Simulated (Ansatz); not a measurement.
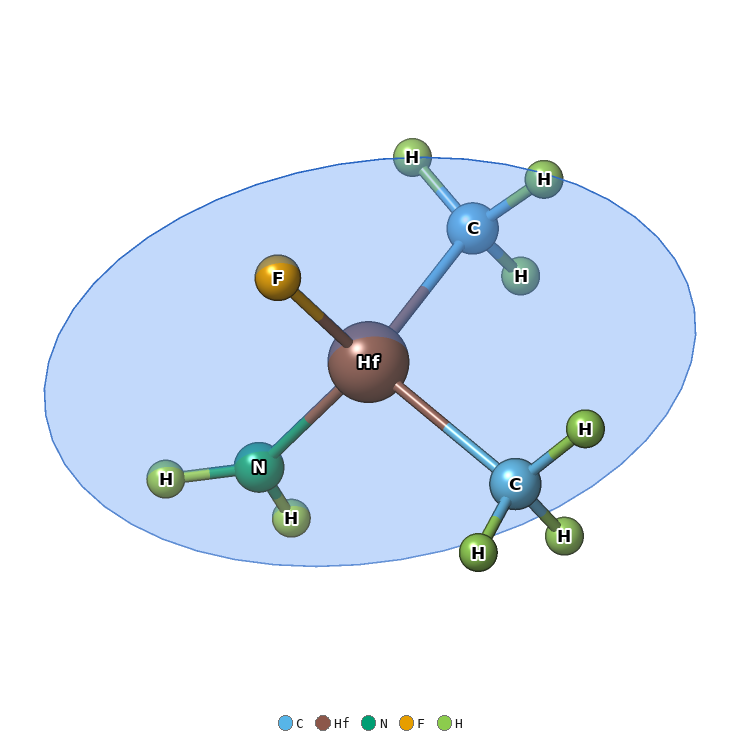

All proper rotation axes (lines) and mirror planes (discs) of the structure are drawn in. Distant atoms are faded towards the background colour. Charge 0, singlet. Computed geometry: PBE0-D4/def2-TZVP optimisation. No frequency run is at hand to confirm it as a minimum.

### Name the symmetry elements and the point group.

It has 1 mirror plane. Point group Cs. The group has 2 operations. The geometry is achiral, and symmetry allows a dipole moment.
